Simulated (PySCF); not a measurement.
**BaCl (doublet): density, localisation and related maps**

```yaml
atoms:
  - { symbol: Ba, position_ang: [0.0000, 0.0000, -0.5415] }
  - { symbol: Cl, position_ang: [0.0000, 0.0000, 2.1355] }
```

Level of theory: PySCF 2.14.0, PBE0/x2c-TZVPall, spin-free X2C-1e, Gaussian nucleus, at a bond length of 2.677 Å.

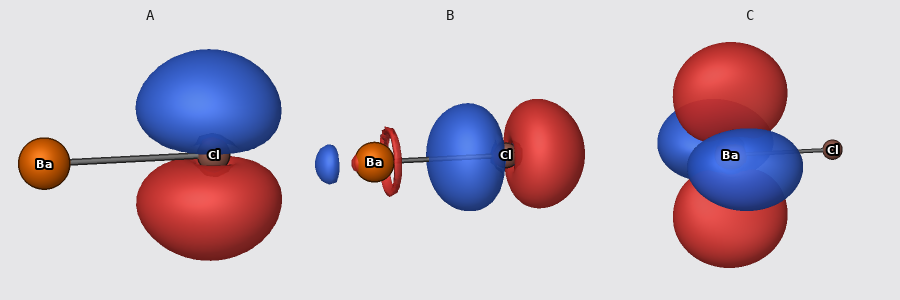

Figure 1. Three frontier β-spin orbitals, each drawn at the value that holds 80 % of its norm (red and blue are the two phases), in no order; of a degenerate pair one member is drawn.

Question: Label each orbital by symmetry, say whether it is occupied, and order them by energy.

Answer: Orbital B: σ, occupied in this spin, −8.09 eV; mainly on Cl (85 %).
Orbital A: π, occupied in this spin, −7.85 eV; mainly on Cl (90 %).
Orbital C: δ, empty in this spin, −0.72 eV; almost wholly on Ba.

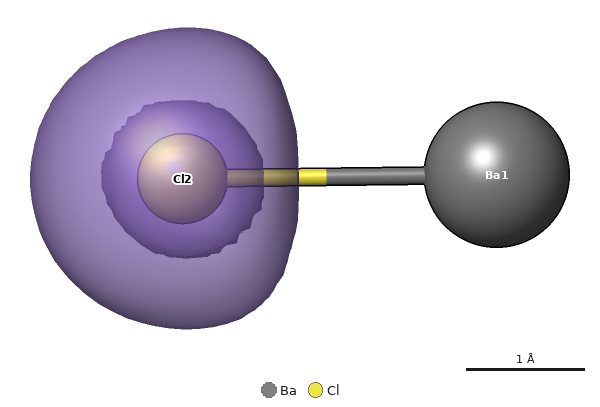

Figure 2. Isosurface of the electron localisation function at 0.75 (purple), seen from one side. Core shells and regions of very low density are left out.

Question: What do the ELF domains correspond to?

Answer: The ELF exceeds this value in one region wrapped around Cl (its valence shell). Along the contacts the grid gives the following. Ba–Cl (2.68 Å): the ELF peaks at about 0.85 in the valence shell of Cl, 0.8 Å from its nucleus, and drops to about 0.25 between the two atoms (an ionic contact with no shared pair).

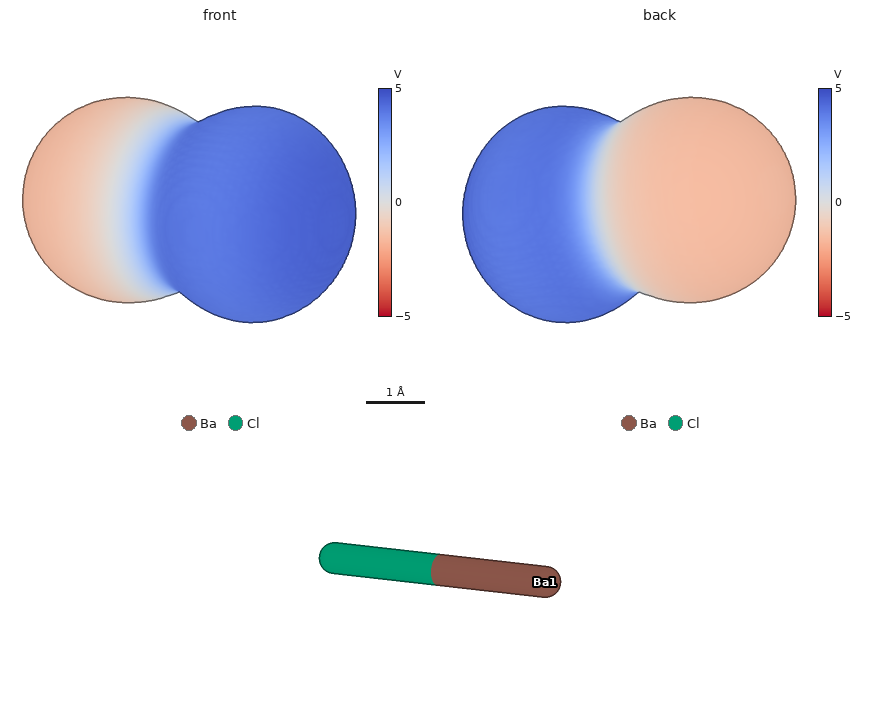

Figure 3. The molecular electrostatic potential painted on the density surface at 0.004 e/bohr³, seen from the front and from behind; red is negative and blue positive. The bare structure is drawn below in the same view.

Question: Describe the electrostatic potential map.

Answer: The most negative region (about −1.5 V) lies over Cl2, the most positive (about +4.5 V) over Ba1.
